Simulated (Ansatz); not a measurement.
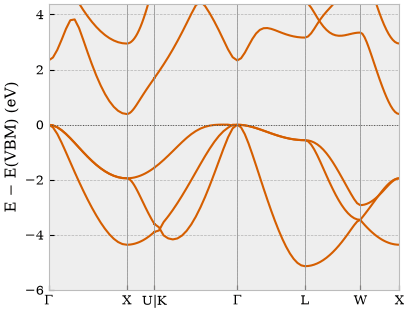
Band structure from DFT-LDA in the program Ansatz with PAW potentials

Read off the gap and where the band edges lie.

About 0.4 eV (0.38 eV by a search for the band edges); maximum on the K–Γ line, 82 % of the way from K, minimum at X.

The material is MgTe (rock salt, Fm-3m).

The workflow started from a Materials Project entry (that database holds measured and hypothetical structures alike); the Crystallography Open Database copy checked does not list it. COD files the formula under space group No. 186, so this cell is another polymorph or a model. Its standing as an ambient phase is unchecked. Symmetry was held in the LDA relaxation; of distortions, only those at the zone centre were tested. Spin–orbit coupling is left out wherever it is not named.

Potentials: the later of the program's two PAW sets.
